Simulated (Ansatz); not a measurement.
# How fast states decay through Cs2LaAlF6, part 2 of 3

A new crystal, Cs2LaAlF6: structure, gap and complex bands. It is built by putting La for Y, Al for In in the Cs2YInF6 structure of space group Fm-3m, with the volume rescaled by atomic radii. The parent structure comes from the Materials Project.

Ansatz 0.2.0; PBE DFT, plane waves, PAW files (the session's first sound run).

So far. Step 2 (Relaxing the new crystal): The largest force component on a free atom ends at 2.0e-4 eV/Å.

The structure was built from a prototype and need not be the compound's stable phase.

## (3) The bulk crystal and its band edges

The energy window and the wavevectors of the next steps follow from the band edges, so these are searched first, off the mesh as well.

input.yaml

```yaml
crystal:
  lattice:
    - [0.0, 4.8762599277, 4.8762599277]
    - [4.8762599277, 0.0, 4.8762599277]
    - [4.8762599277, 4.8762599277, 0.0]
  atoms:
    - { symbol: Cs, position: [0.75, 0.75, 0.75] }
    - { symbol: Cs, position: [0.25, 0.25, 0.25] }
    - { symbol: La, position: [0.0, 0.0, 0.0] }
    - { symbol: Al, position: [0.5, 0.5, 0.5] }
    - { symbol: F, position: [0.7609196666, 0.2390803334, 0.2390803334] }
    - { symbol: F, position: [0.2390803334, 0.2390803334, 0.7609196666] }
    - { symbol: F, position: [0.2390803334, 0.7609196666, 0.7609196666] }
    - { symbol: F, position: [0.2390803334, 0.7609196666, 0.2390803334] }
    - { symbol: F, position: [0.7609196666, 0.2390803334, 0.7609196666] }
    - { symbol: F, position: [0.7609196666, 0.7609196666, 0.2390803334] }
kpoints:
  mp_grid: { grid: [4, 4, 4] }
  band_path: { path: [VBM, CBM], npoints: 30 }
scf:
  occupations: { method: fixed }
hamiltonian:
  xc: pbe
output:
  eigenvalues: true
  write_potential: true
  write_density: true
  volumetric_format: npy
  elf: true
```

Run with:

```sh
> ansatz run input.yaml --threads 2 --pin off --max-ram 4096MiB --backend cpu --events-out ev --progress --plain --runs-dir out
```

Numbers of over 12 decimals in the logs are rounded to 6 here.

Log:

```text
[...]
Crystal: 10 atoms, lattice volume = 231.895 Å³
Basis set: ecut = 420 eV, 4573 PW (Γ)
Bands: 47, of which v1, the nominal top of the filled ones, is band 37 counted from 1 (36 counted from 0)
Symmetry: 48 space group operations
[...]
k-points: 8 of 64
[...]
SCF iter   1: F=—  HF=-22992.094692 eV  |F-HF|=—  |Δ(HF+E_count)|=         —  Δρ=2.24e-3  dr2=2.62e-2  ethr=1.77e-3  ⟨swp⟩=5.2  Hψ=1432  notcnv=0  defer=35
[...]
SCF iter   7: F=-22992.087654 eV  HF=-22992.087654 eV  |F-HF|=1.96e-8  |Δ(HF+E_count)|=   1.57e-7  Δρ=2.08e-6  dr2=1.37e-8  ethr=1.35e-10  ⟨swp⟩=11.5  Hψ=1612  notcnv=0
SCF 1 converged in 7 iterations: F = -22992.087654 eV  dr2 = 1.37e-8
[...]
NSCF: frozen V_eff on 16 k-points
[...]
SCF converged after 7 iterations
Free energy (F): -22992.087654 eV
[...]
Internal energy: -22992.087654 eV  (E = F + TS)
E sigma→0 (E₀):  -22992.087654 eV
Fermi energy:    4.942034 eV
[...]
--- Band table (eV; the first three rows and the last of 8) ---
  k-point 0: bands = [... 33 lower, 1.0862, 1.0862, 1.0862, 4.5261, 8.1721, 8.3571, 8.3571, 8.3571, ... 6 higher]
  k-point 1: bands = [... 33 lower, 1.0497, 1.0770, 1.0770, 4.7466, 8.1563, 8.2460, 8.3518, 8.3518, ... 6 higher]
  k-point 2: bands = [... 33 lower, 0.9971, 1.0955, 1.0955, 4.9420, 8.1709, 8.3482, 8.3482, 8.3610, ... 6 higher]
  k-point 7: bands = [... 33 lower, 0.9039, 1.0929, 1.0929, 4.6774, 8.1761, 8.3336, 8.3400, 8.3400, ... 6 higher]
```

Wall time 15 s (2 threads of Arm Neoverse V2, shared host); peak memory 0.55 GiB; 30 s of CPU time.

In the SCF lines HF is the Harris–Foulkes energy and dr2 the Hartree energy of the density residual, in eV; the loop may stop once dr2 is under the threshold and the program's other checks hold. Hψ counts applications of the Hamiltonian.

Numbers from this step:

```
free energy         : -22992.0877 eV
Fermi energy        : 4.942 eV
gap on the k-mesh   : 3.124 eV
gap on path         : 3.123 eV, by band count; negative where bands overlap
direct gap on path  : 3.229 eV
edge places on path : 0, 0.4558 1/A along the path
```

The electronic bands at the labelled points (eV, zero at the Fermi level (highest filled level under fixed occupations); v1 is the highest filled band, c1 the lowest empty one):

```tsv
point	v4	v3	v2	v1	c1	c2	c3	c4
VBM	-3.94	-3.85	-3.85	0.00	3.23	3.41	3.41	3.42
CBM	-3.90	-3.90	-3.86	-0.25	3.12	3.23	3.40	3.40
```

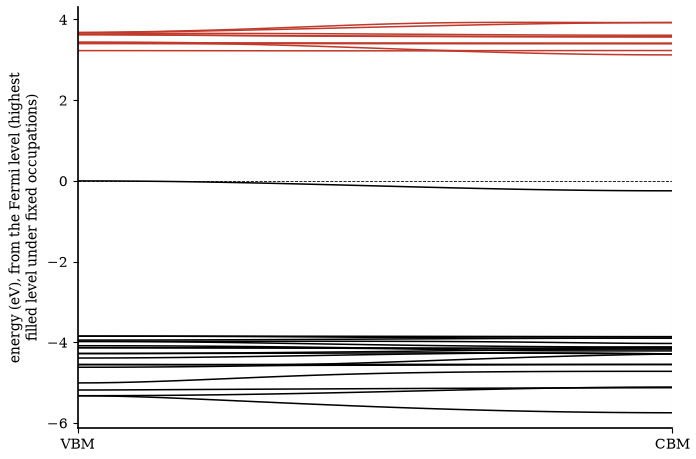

Electronic bands along the path; lines of filled and empty bands in two colours.

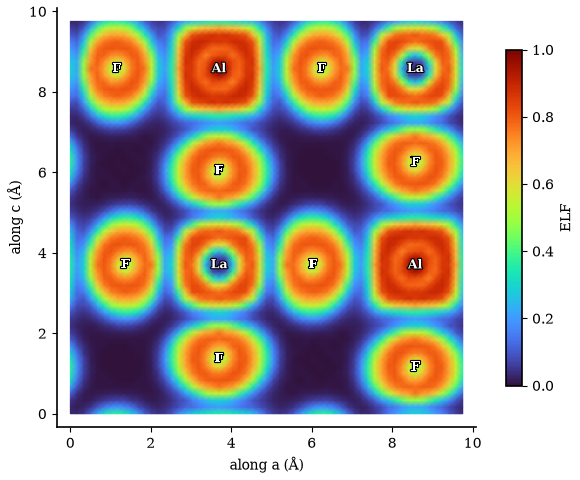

ELF in the ac plane of the conventional cell at fractional y = 0.000, with atoms of La and Al and F within 0.2 Å of it. It is the smooth field of the valence electrons, not physical close to the nuclei. The map starts off the cell's origin, so that atoms lie inside it.

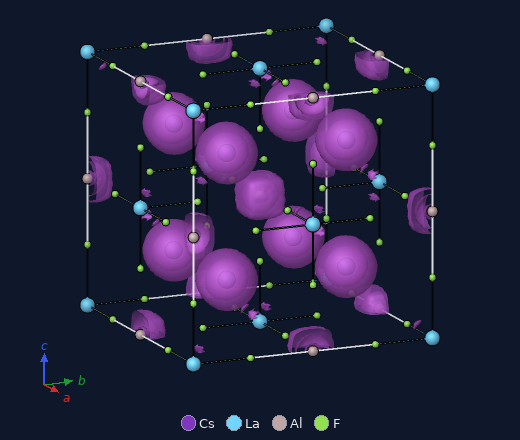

Surface of ELF = 0.85.

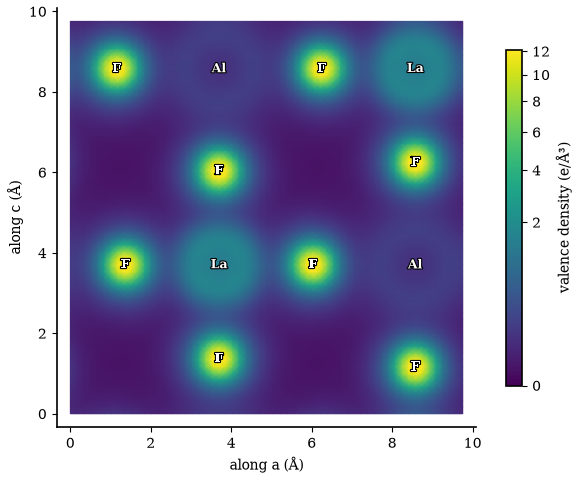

Valence density in the ac plane of the conventional cell at fractional y = 0.000, with atoms of La and Al and F within 0.2 Å of it. It is the smooth field of the valence electrons, not physical close to the nuclei. The map starts off the cell's origin, so that atoms lie inside it. The colour scale is stretched toward low values.

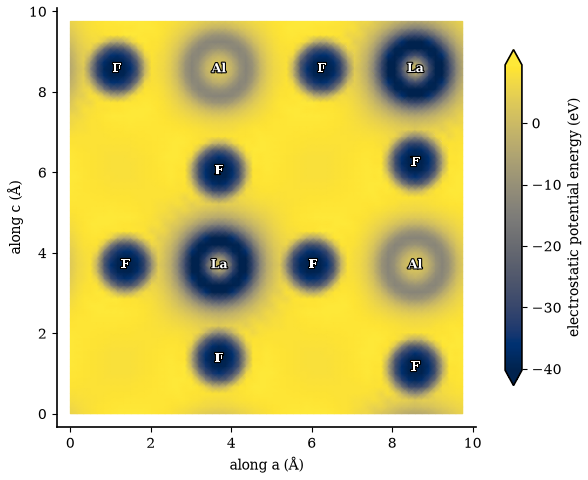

Electrostatic potential energy in the ac plane of the conventional cell at fractional y = 0.000, with atoms of La and Al and F within 0.2 Å of it. With pseudopotentials it is smooth inside the atoms' cores, unlike the true potential. The map starts off the cell's origin, so that atoms lie inside it.

The searched edges give 3.12 eV, against 3.12 eV on the mesh.

## (4) Decaying states in the gap

This step: PBE DFT, plane waves, PAW files; complex bands by layer matching along the plane's normal (Ansatz 0.2.0).

The same crystal is laid in a cell whose first two vectors span the (111) plane (indices of the standard conventional cell, whose axes can be ordered otherwise than in the bulk input). At fixed energy and wavevector in the plane the solver finds all kz, real and complex. A few wavevectors are listed, (0, 0) and (0, 0.2604) in units of the plane's reciprocal vectors; the slowest state needn't be among them.

input.yaml

```yaml
crystal:
  lattice:
    - [6.896072923, 0.0, 0.0]
    - [3.448036462, 5.972174338, 0.0]
    - [3.448036462, 1.990724779, 5.630619964]
  atoms:
    - { symbol: Cs, position: [0.25, 0.25, 0.25] }
    - { symbol: Cs, position: [0.75, 0.75, 0.75] }
    - { symbol: La, position: [0.0, 0.0, 0.0] }
    - { symbol: Al, position: [0.5, 0.5, 0.5] }
    - { symbol: F, position: [0.7609196666, 0.7609196666, 0.2390803334] }
    - { symbol: F, position: [0.7609196666, 0.2390803334, 0.2390803334] }
    - { symbol: F, position: [0.2390803334, 0.2390803334, 0.7609196666] }
    - { symbol: F, position: [0.2390803334, 0.7609196666, 0.2390803334] }
    - { symbol: F, position: [0.7609196666, 0.2390803334, 0.7609196666] }
    - { symbol: F, position: [0.2390803334, 0.7609196666, 0.7609196666] }
kpoints:
  mp_grid: { grid: [4, 4, 4] }
scf:
  occupations: { method: fixed }
hamiltonian:
  xc: pbe
output:
  eigenvalues: true
  transmission:
    leads: [[0, 0]]
    kpoints: [[0.0, 0.0], [0.0, 0.2604]]
    e_range: [-1.0, 4.12]
    de: 0.09
```

Log:

```text
[...]
Crystal: 10 atoms, lattice volume = 231.895 Å³
Basis set: ecut = 420 eV, 4573 PW (Γ)
Bands: 47, of which v1, the nominal top of the filled ones, is band 37 counted from 1 (36 counted from 0)
Symmetry: 48 space group operations
[...]
k-points: 8 of 64
[...]
SCF iter   1: F=—  HF=-22992.094705 eV  |F-HF|=—  |Δ(HF+E_count)|=         —  Δρ=2.24e-3  dr2=2.62e-2  ethr=1.77e-3  ⟨swp⟩=5.4  Hψ=1431  notcnv=0  defer=37
[...]
SCF iter   7: F=-22992.087654 eV  HF=-22992.087654 eV  |F-HF|=1.96e-8  |Δ(HF+E_count)|=   1.46e-7  Δρ=2.08e-6  dr2=1.35e-8  ethr=1.35e-10  ⟨swp⟩=11.8  Hψ=1641  notcnv=0
SCF 1 converged in 7 iterations: F = -22992.087654 eV  dr2 = 1.35e-8
[...]
transmission: 8 of 16 steps passed
transmission: 16 of 16 steps passed
SCF converged after 7 iterations
Free energy (F): -22992.087654 eV
[...]
Internal energy: -22992.087654 eV  (E = F + TS)
E sigma→0 (E₀):  -22992.087654 eV
Fermi energy:    4.942035 eV
[...]
--- Band table (eV; the first three rows and the last of 8) ---
  k-point 0: bands = [... 33 lower, 1.0862, 1.0862, 1.0862, 4.5261, 8.1721, 8.3571, 8.3571, 8.3571, ... 6 higher]
  k-point 1: bands = [... 33 lower, 1.0497, 1.0770, 1.0770, 4.7466, 8.1563, 8.2460, 8.3518, 8.3518, ... 6 higher]
  k-point 2: bands = [... 33 lower, 0.9971, 1.0955, 1.0955, 4.9420, 8.1709, 8.3482, 8.3482, 8.3610, ... 6 higher]
  k-point 7: bands = [... 33 lower, 0.9039, 1.0929, 1.0929, 4.6774, 8.1761, 8.3336, 8.3400, 8.3400, ... 6 higher]
--- Transmission ---
  basis      : 361 plane waves across, 8 finite elements along
  points     : 2, as listed
  energies   : 57 from -1.000000 to 4.040000 eV about the Fermi level, 0.090000 eV apart; the leads are filled to 1.562154 eV, and channels, transmission and decay are at 1.520000 eV
  crystal 0  : Cs2F6La1Al1, at the sites [0, 0], period 5.6306 Å: whole cells are its period
    offset         : up to 0.0000 Å between an atom of the period and one for which it stands
    channels       : 0.000000e0 a spin
    conductance    : none, the energies end too early or step too widely for 300 K: set another output.transmission.e_range or a lower de, or, where they end at an eighth of basis.ecutwfc, a higher one
    slowest decay  : 0.4144 /Å at (0.0000, 0.2604)
```

The job ended after 1.9 min (2 threads; peak memory 1.5 GiB).

Numbers from this step:

| Quantity | Value |
| --- | --- |
| level to which the leads are filled | 1.562 eV from the Fermi level |
| decay constant at the filling level, zone centre | 0.4682 Å⁻¹ |
| decay constant at the filling level, slowest listed point | 0.4144 Å⁻¹ |

K parallel (0, 0); values up to 1.5 1/Å, a degenerate pair printed once or twice; energies at which all values exceed this have no row. Im kz of the slowest decaying states against energy, zero at the highest filled level on the SCF mesh:

```tsv
energy (eV)	decay 1 (Å⁻¹)	decay 2 (Å⁻¹)	decay 3 (Å⁻¹)	decay 4 (Å⁻¹)
-1.000	0.326	0.668	0.706	0.773
-0.460	0.107	0.682	0.703	0.786
-0.010	0.695	0.695	0.778	0.801
0.530	0.426	0.679	0.684	0.718
0.980	0.519	0.661	0.738	0.746
1.520	0.468	0.633	0.703	0.788
1.970	0.416	0.606	0.662	0.759
2.510	0.334	0.582	0.691	0.774
2.960	0.228	0.527	0.624	0.808
3.500	0.0866	0.415	0.426	0.642
4.040	0.118	0.243	0.254	0.327
```

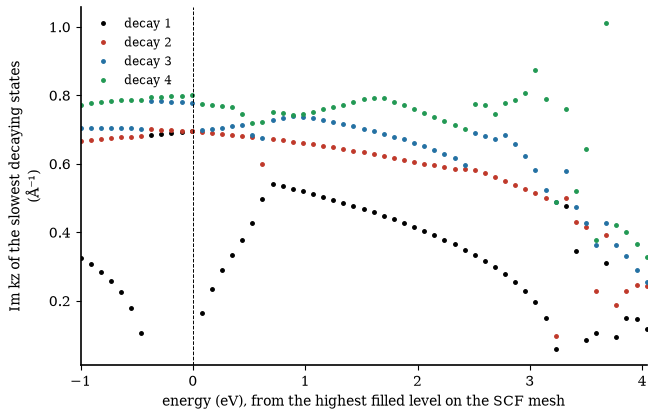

Im kz of the slowest decaying states against energy.

K parallel (0, 0.2604); values up to 1.5 1/Å, a degenerate pair printed once or twice; energies at which all values exceed this have no row. Table of Im kz of the slowest decaying states by energy, zero at the highest filled level on the SCF mesh:

```tsv
energy (eV)	decay 1 (Å⁻¹)	decay 2 (Å⁻¹)	decay 3 (Å⁻¹)	decay 4 (Å⁻¹)
-1.000	0.483	0.512	0.703	0.730
-0.460	0.376	0.409	0.712	0.731
-0.010	0.245	0.433	0.720	0.728
0.530	0.406	0.461	0.721	0.724
0.980	0.428	0.452	0.692	0.712
1.520	0.414	0.420	0.644	0.696
1.970	0.377	0.381	0.596	0.677
2.510	0.297	0.317	0.526	0.631
2.960	0.170	0.230	0.450	0.536
3.500	0.138	0.259	0.292	0.367
4.040	0.118	0.284	0.343	0.375
```

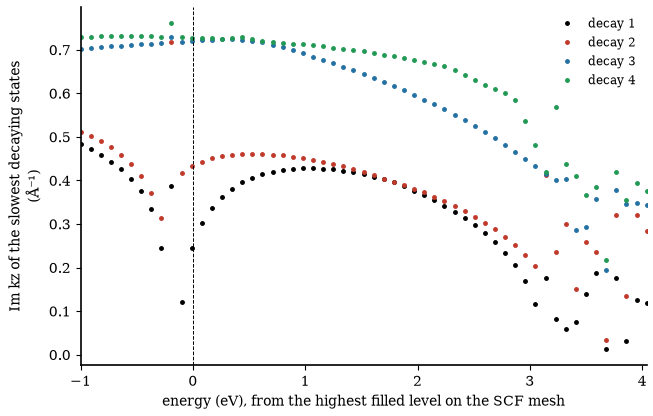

Im kz of the slowest decaying states, plotted against energy.

At the listed wavevectors the last open channel is at -0.01 eV and the next at +3.14 eV on the grid. At +1.52 eV, the grid energy nearest the filling level (the middle of the gap on the SCF mesh), the slowest state at the listed wavevectors decays with κ = 0.414 Å⁻¹, its amplitude falling by e over 2.4 Å. Through 1 nm of this crystal that state's transmission falls by exp(−2 × 0.414 Å⁻¹ × 10 Å) = 2.5e-4.

## (5) Band edges at another level

This step: PBEsol DFT, plane waves, PAW files (Ansatz 0.2.0).

The edges again with PBEsol, at the same atoms.

input.yaml

```yaml
crystal:
  lattice:
    - [0.0, 4.8762599277, 4.8762599277]
    - [4.8762599277, 0.0, 4.8762599277]
    - [4.8762599277, 4.8762599277, 0.0]
  atoms:
    - { symbol: Cs, position: [0.75, 0.75, 0.75] }
    - { symbol: Cs, position: [0.25, 0.25, 0.25] }
    - { symbol: La, position: [0.0, 0.0, 0.0] }
    - { symbol: Al, position: [0.5, 0.5, 0.5] }
    - { symbol: F, position: [0.7609196666, 0.2390803334, 0.2390803334] }
    - { symbol: F, position: [0.2390803334, 0.2390803334, 0.7609196666] }
    - { symbol: F, position: [0.2390803334, 0.7609196666, 0.7609196666] }
    - { symbol: F, position: [0.2390803334, 0.7609196666, 0.2390803334] }
    - { symbol: F, position: [0.7609196666, 0.2390803334, 0.7609196666] }
    - { symbol: F, position: [0.7609196666, 0.7609196666, 0.2390803334] }
kpoints:
  mp_grid: { grid: [4, 4, 4] }
  band_path: { path: [VBM, CBM], npoints: 30 }
scf:
  occupations: { method: fixed }
hamiltonian:
  xc: pbesol
output:
  eigenvalues: true
```

Log:

```text
[...]
Crystal: 10 atoms, lattice volume = 231.895 Å³
Basis set: ecut = 420 eV, 4573 PW (Γ)
Bands: 47, of which v1, the nominal top of the filled ones, is band 37 counted from 1 (36 counted from 0)
Symmetry: 48 space group operations
[...]
k-points: 8 of 64
[...]
SCF iter   1: F=—  HF=-22672.449040 eV  |F-HF|=—  |Δ(HF+E_count)|=         —  Δρ=9.80e-3  dr2=1.50e-1  ethr=1.77e-3  ⟨swp⟩=5.2  Hψ=1435  notcnv=0  defer=34
[...]
SCF iter   7: F=-22672.408786 eV  HF=-22672.408786 eV  |F-HF|=3.80e-8  |Δ(HF+E_count)|=   5.70e-7  Δρ=2.59e-6  dr2=2.21e-8  ethr=1.35e-10  ⟨swp⟩=11.4  Hψ=1774  notcnv=0
SCF 1 converged in 7 iterations: F = -22672.408786 eV  dr2 = 2.21e-8
[...]
SCF converged after 7 iterations
Free energy (F): -22672.408786 eV
[...]
Internal energy: -22672.408786 eV  (E = F + TS)
E sigma→0 (E₀):  -22672.408786 eV
Fermi energy:    4.832494 eV
[...]
--- Band table (eV; the first three rows and the last of 8) ---
  k-point 0: bands = [... 33 lower, 0.9794, 0.9794, 0.9794, 4.3904, 8.0659, 8.2511, 8.2511, 8.2511, ... 6 higher]
  k-point 1: bands = [... 33 lower, 0.9420, 0.9695, 0.9695, 4.6246, 8.0019, 8.0836, 8.2451, 8.2451, ... 6 higher]
  k-point 2: bands = [... 33 lower, 0.8884, 0.9870, 0.9870, 4.8325, 8.0646, 8.1586, 8.2414, 8.2414, ... 6 higher]
  k-point 7: bands = [... 33 lower, 0.7924, 0.9856, 0.9856, 4.5635, 8.0708, 8.2240, 8.2281, 8.2281, ... 6 higher]
```

Elapsed: 16 s, on 2 threads; peak memory 0.52 GiB.

This step gave:

```yaml
free_energy: -22672.4088 eV
fermi_energy: 4.832 eV
gap_on_the_k_mesh: 3.019 eV
gap_on_path: 3.017 eV, by band count; negative where bands overlap
direct_gap_on_path: 3.232 eV
```

Electronic bands along the path, in eV, zero at the Fermi level (highest filled level under fixed occupations); v1 is the highest filled band, c1 the lowest empty one:

```tsv
point	v4	v3	v2	v1	c1	c2	c3	c4
VBM	-3.94	-3.85	-3.85	0.00	3.23	3.33	3.41	3.41
CBM	-3.89	-3.89	-3.86	-0.26	3.02	3.23	3.40	3.40
```

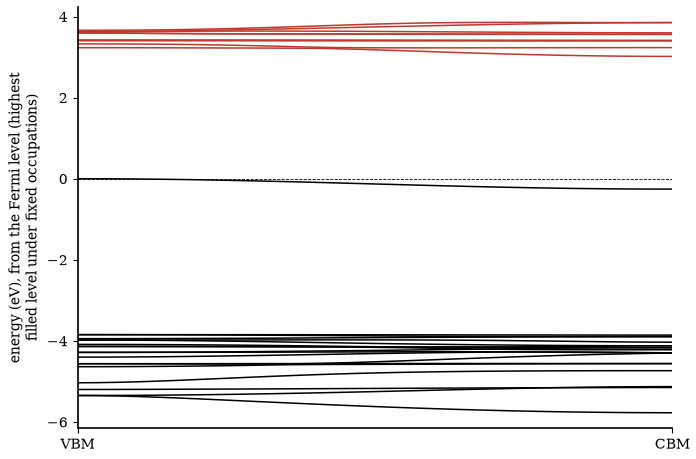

Electronic bands along the path; lines of filled and empty bands in two colours.

The searched edges give 3.02 eV, as on the mesh.

Between step 3 and this run (PBEsol) the value for the gap on the k-mesh moves from 3.12 eV to 3.02 eV.

(Continued in part 3 of 3.)

[Logs are printed without paths, hosts, clocks, repeated set-up lines and the standing remarks that a program may print on its own settings, such as how far it seeks lower states.]

[Hosts, paths, dates, database ids (printed as entryN), source tags and the programs' standing remarks are cut or masked in the printed files.]

[New means built here by substitution; the compound itself may be known and measured.]
